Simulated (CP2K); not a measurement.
**PM3 run of CH3BF3Ge+ (SMILES [CH3][Ge+]([F])[B](F)F)**

Aim: the energy difference between two shapes of CH3BF3Ge+ at PM3, from 2 runs. 

The results are computed with CP2K 2026.2.

3 further runs of the same task are left out: 3 set aside as unsound or not needed.

## 1. The molecule

CH3BF3Ge+: 9 atoms, total charge +1, spin state singlet. As SMILES, `[CH3][Ge+]([F])[B](F)F`. The shape comes from GFN2-xTB, which is rough for such elements, and wasn't checked as a minimum.

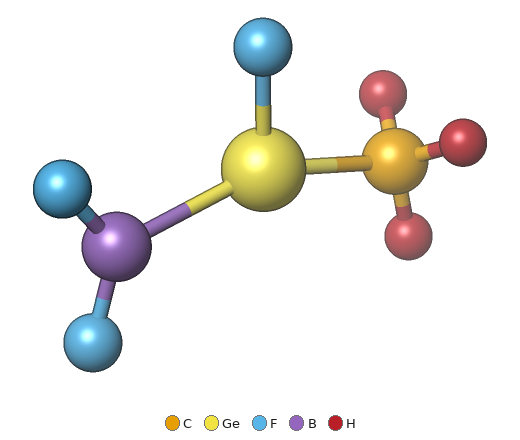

Viewed from a chosen angle; carbon amber, germanium yellow, fluorine blue, boron purple, hydrogen red.

## 2. Energy and forces at PM3

The input, calc.inp:

```
&GLOBAL
  PROJECT calc
  RUN_TYPE ENERGY_FORCE
  PRINT_LEVEL MEDIUM
&END GLOBAL
&FORCE_EVAL
  METHOD Quickstep
  &DFT
    CHARGE 1
    ! Quickstep
    &QS
      METHOD PM3
      EPS_DEFAULT 1.0E-10
      &SE
        &COULOMB
          CUTOFF [angstrom] 50
          RC_RANGE [angstrom] 0
        &END COULOMB
        &EXCHANGE
          CUTOFF [angstrom] 50
          RC_RANGE [angstrom] 0
        &END EXCHANGE
      &END SE
    &END QS
    &POISSON
      PERIODIC NONE
      POISSON_SOLVER ANALYTIC
    &END POISSON
    &SCF
      SCF_GUESS ATOMIC
      EPS_SCF 1.0E-06
      MAX_SCF 80
      ADDED_MOS 4
      &DIAGONALIZATION
        ALGORITHM STANDARD
      &END DIAGONALIZATION
      &MIXING
        METHOD DIRECT_P_MIXING
        ALPHA 0.4
      &END MIXING
    &END SCF
    ! extra output
    &PRINT
      &MOMENTS
        PERIODIC F
        REFERENCE COM
        MAX_MOMENT 1
      &END MOMENTS
      &MO ON
        ENERGIES T
        OCCUPATION_NUMBERS T
        NDIGITS 6
        &EACH
          QS_SCF 0
        &END EACH
        ADD_LAST NUMERIC
      &END MO
      &HIRSHFELD OFF
      &END HIRSHFELD
    &END PRINT
  &END DFT
  &SUBSYS
    ! vacuum box
    &CELL
      ABC 13.3 11.4 9.8
      PERIODIC NONE
    &END CELL
    &COORD
      SCALED T
      C    0.33175752   0.46070658   0.49737704
      Ge   0.47879211   0.49886360   0.49933112
      F    0.48159060   0.65051798   0.49733622
      B    0.64233647   0.45648816   0.50236888
      F    0.70105150   0.54468289   0.50827602
      F    0.67041617   0.34948202   0.49809337
      H    0.31854549   0.36629342   0.49173827
      H    0.29894850   0.50573026   0.40907092
      H    0.29908083   0.49724868   0.59092908
    &END COORD
  &END SUBSYS
  &PRINT
    &FORCES ON
    &END FORCES
  &END PRINT
&END FORCE_EVAL
```

Started as:

```console
$ OMP_NUM_THREADS=1 cp2k.psmp calc.inp > calc.out
```

Log, cut to the lines that bear on the results:

```text
CP2K| version string:                                       CP2K version 2026.2
[...]
 GLOBAL| Method name                                                        CP2K
[...]
 GLOBAL| Run type                                                   ENERGY_FORCE
[...]
                             - Atoms:                                          9
[...]
                             - Spherical basis functions:                     27
[...]
 Number of electrons:                                                         34
[...]
     1 P_Mix/Diag. 0.40E+00    0.0     0.83291577       -54.2824994212 -5.43E+01
[...]
    22 DIIS/Diag.  0.12E-06    0.0     0.00000045       -59.7566123120 -1.13E-12
  *** SCF run converged in    22 steps ***
  Core-core repulsion energy [eV]:                           2307.92122146667998
  Core Hamiltonian energy [eV]:                             -2764.00931185998070
  Two-electron integral energy [eV]:                        -2339.94405039248022
  Electronic energy [eV]:                                   -3933.98133705622013
  Total energy [eV]:                                        -1626.06011558954083
  Atomic reference energy [eV]:                              1625.53842002008400
  Heat of formation [kcal/mol]:                               -12.03058658633034
[...]
 SE_DIPOLE| Moment [Debye]          1.40262820       2.37179421      -0.02213304
 SE_DIPOLE| Derivative [a.u.]       0.00000000       0.00000000       0.00000000
 ENERGY| Total FORCE_EVAL ( QS ) energy [hartree]            -59.756612312010809
 FORCES| Atomic forces [hartree/bohr]
 FORCES|   Atom     x               y               z               |f|
 FORCES|      1  2.45505117E-02  2.79920161E-03  3.24247460E-04   2.47117035E-02
 FORCES|      2 -1.67773129E-02  1.39994968E-02 -3.27869188E-04   2.18534125E-02
 FORCES|      3 -1.20267995E-03 -1.10950813E-02  1.14975732E-04   1.11606670E-02
 FORCES|      4 -5.50907400E-02  2.21435369E-03 -7.57892847E-04   5.51404334E-02
 FORCES|      5  2.89388100E-02  3.18197144E-02  1.91421112E-03   4.30536080E-02
 FORCES|      6  1.86773190E-02 -3.88031180E-02 -1.23849183E-03   4.30819924E-02
 FORCES|      7 -6.30631960E-05  3.66603389E-03  1.08192750E-04   3.66817217E-03
 FORCES|      8  4.37207783E-04 -2.53689754E-03  2.44193179E-03   3.54824332E-03
 FORCES|      9  5.29947537E-04 -2.06370361E-03 -2.57930499E-03   3.34552406E-03
 FORCES| Sum    -1.11022302E-16 -7.00828284E-16 -5.24753851E-17
 FORCES| Total atomic force                                       7.11505377E-16
[...]
```

It took 0.93 s on 1 thread of Intel Xeon 6975P-C (Granite Rapids), shared host; peak memory 0.19 GiB.

## 3. The distorted shape, same level

The input, run.inp:

```
&GLOBAL
  PROJECT run
  RUN_TYPE ENERGY_FORCE
  PRINT_LEVEL MEDIUM
&END GLOBAL
&FORCE_EVAL
  METHOD QUICKSTEP
  &DFT
    CHARGE 1
    MULTIPLICITY 1
    &QS
      METHOD PM3
      EPS_DEFAULT 1.0E-10
      &SE
        &COULOMB
          CUTOFF [angstrom] 50
          RC_RANGE [angstrom] 0
        &END COULOMB
        &EXCHANGE
          CUTOFF [angstrom] 50
          RC_RANGE [angstrom] 0
        &END EXCHANGE
      &END SE
    &END QS
    &POISSON
      PERIODIC NONE
      POISSON_SOLVER ANALYTIC
    &END POISSON
    &SCF
      SCF_GUESS ATOMIC
      EPS_SCF 1.0E-06
      MAX_SCF 80
      ADDED_MOS 4
      &DIAGONALIZATION
        ALGORITHM STANDARD
      &END DIAGONALIZATION
      &MIXING
        METHOD DIRECT_P_MIXING
        ALPHA 0.4
      &END MIXING
    &END SCF
    &PRINT
      &MOMENTS
        PERIODIC F
        REFERENCE COM
        MAX_MOMENT 1
      &END MOMENTS
      &MO ON
        ENERGIES T
        OCCUPATION_NUMBERS T
        NDIGITS 6
        &EACH
          QS_SCF 0
        &END EACH
        ADD_LAST NUMERIC
      &END MO
      &HIRSHFELD OFF
      &END HIRSHFELD
    &END PRINT
  &END DFT
  &SUBSYS
    &CELL
      ABC [angstrom] 13.3 11.5 9.8
      PERIODIC NONE
    &END CELL
    &COORD
      SCALED T
      C    0.32900477   0.46084970   0.49833173
      Ge   0.47750650   0.50182291   0.49984704
      F    0.48280583   0.65052657   0.49838092
      B    0.64119921   0.45457987   0.50504582
      F    0.70016538   0.54255274   0.51063765
      F    0.67042658   0.34947343   0.49909939
      H    0.31525853   0.36786987   0.49469827
      H    0.29983462   0.50718491   0.41023357
      H    0.30070703   0.49774700   0.58976643
    &END COORD
  &END SUBSYS
  &PRINT
    &FORCES ON
    &END FORCES
  &END PRINT
&END FORCE_EVAL
```

Started as:

```console
$ OMP_NUM_THREADS=1 cp2k.psmp -i run.inp -o run.out
```

Log, cut to the lines that bear on the results:

```text
CP2K| version string:                                       CP2K version 2026.2
[...]
 GLOBAL| Method name                                                        CP2K
[...]
 GLOBAL| Run type                                                   ENERGY_FORCE
[...]
                             - Atoms:                                          9
[...]
                             - Spherical basis functions:                     27
[...]
 Number of electrons:                                                         34
[...]
     1 P_Mix/Diag. 0.40E+00    0.0     0.82585720       -54.2628590629 -5.43E+01
[...]
    24 DIIS/Diag.  0.64E-07    0.0     0.00000038       -59.7548975317 -5.26E-13
  *** SCF run converged in    24 steps ***
  Core-core repulsion energy [eV]:                           2305.96510092439939
  Core Hamiltonian energy [eV]:                             -2763.59139009786259
  Two-electron integral energy [eV]:                        -2336.77432974379280
  Electronic energy [eV]:                                   -3931.97855496975899
  Total energy [eV]:                                        -1626.01345404535959
  Atomic reference energy [eV]:                              1625.53842002008400
  Heat of formation [kcal/mol]:                               -10.95454572957589
[...]
 ENERGY| Total FORCE_EVAL ( QS ) energy [hartree]            -59.754897531739751
 FORCES| Atomic forces [hartree/bohr]
 FORCES|   Atom     x               y               z               |f|
 FORCES|      1  4.23137373E-02  6.20112519E-04 -1.27981783E-02   4.42112007E-02
 FORCES|      2 -1.40288598E-02 -1.72926188E-03  4.31143970E-04   1.41416102E-02
 FORCES|      3 -2.46353786E-03 -1.55694505E-03 -1.82543001E-04   2.92000319E-03
 FORCES|      4 -5.30258770E-02  1.67320357E-02 -6.12890891E-04   5.56064770E-02
 FORCES|      5  2.38073569E-02  2.56968663E-02  1.79797449E-03   3.50763723E-02
 FORCES|      6  2.05163451E-02 -4.58022059E-02 -1.75205876E-03   5.02178474E-02
 FORCES|      7  3.72412241E-04  5.79149365E-05 -2.12816462E-03   2.16127964E-03
 FORCES|      8 -5.62905172E-03 -1.68826585E-03 -3.40713974E-03   6.79301597E-03
 FORCES|      9 -1.18625251E-02  7.66974926E-03  1.86518568E-02   2.33973571E-02
 FORCES| Sum     2.28983499E-16  1.24206201E-15 -9.02056208E-17
 FORCES| Total atomic force                                       1.26621030E-15
[...]
```

Wall time 1 s (1 thread of Intel Xeon 6975P-C (Granite Rapids), shared host); peak memory 0.18 GiB.

## 4. What came out

At PM3:

| quantity | value |
| --- | --- |
| first shape: total energy | -59.75661 Eh |
| first shape: HOMO energy | -15.57 eV |
| first shape: LUMO energy | -7.02 eV |
| first shape: HOMO–LUMO gap | 8.56 eV |
| first shape: heat of formation at this unrelaxed shape | -12.0 kcal/mol |
| first shape: largest force on an atom | 2.835 eV/Å |
| distorted shape: total energy | -59.75490 Eh |
| distorted shape: HOMO energy | -15.44 eV |
| distorted shape: LUMO energy | -6.99 eV |
| distorted shape: HOMO–LUMO gap | 8.44 eV |
| distorted shape: heat of formation at this unrelaxed shape | -11.0 kcal/mol |
| distorted shape: largest force on an atom | 2.859 eV/Å |
| energy change with the atoms displaced | 0.047 eV |

In words: With the atoms displaced the energy rises by 0.05 eV (4.5 kJ/mol). The first shape isn't relaxed at this level, so the change isn't measured from a minimum. The largest force (first shape) is 2.84 eV/Å: the shape isn't a stationary point for this species at this level.
